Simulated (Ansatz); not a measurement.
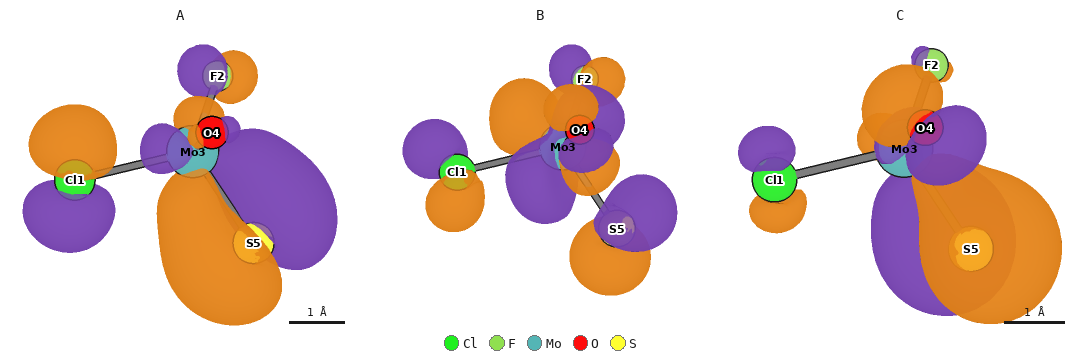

*ClFMoOS. Three frontier orbitals at ±0.1 Å⁻³ᐟ² (orange and purple are the two phases), in no order.*

Geometry: PBE0-D4/def2-SVP; core potentials replace the inner electrons of Mo.

Method: Ansatz 0.2.0, isolated molecule in a Gaussian basis; Kohn-Sham density functional theory, functional PBE0.

Input

```
crystal:
  periodic: [false, false, false]
  atoms:
    - symbol: Cl
      position_ang: [-3.588919, -1.676431, 0.885510]
    - symbol: F
      position_ang: [-2.027941, -0.615379, -1.951294]
    - symbol: Mo
      position_ang: [-1.964045, -0.490467, -0.122446]
    - symbol: O
      position_ang: [-2.089310, 1.090524, 0.352222]
    - symbol: S
      position_ang: [-0.108267, -1.191807, 0.562239]
basis:
  gaussian: {orbitals: def2-TZVPD}
output: {forces: true, orbitals: {seedname: orbitals}}
hamiltonian: {xc: {name: PBE0}}
```

Launched as:

```sh
ansatz run input.yaml --threads 2 --pin off --max-ram 5220MiB --events-out events.jsonl --progress --plain --runs-dir runs
```

Order the three orbitals by energy and name them.

Answer. A is the HOMO−1 (−9.01 eV). By Hirshfeld shares it lies mainly on S5 (about 60 %), Mo3 (about 20 %) and Cl1 (about 20 %). C is the HOMO (−8.45 eV). Its weight (Hirshfeld) is mainly on S5 (about 70 %), O4 (about 15 %) and Mo3 (about 10 %); largely a lone pair of S5. B is the LUMO (−3.84 eV). Its weight (Hirshfeld) is mainly on Mo3 (about 55 %), S5 (about 20 %), Cl1 (about 10 %), F2 (about 5 %) and O4 (about 5 %).

What is the HOMO–LUMO gap?

Answer. 4.61 eV between the orbital energies.
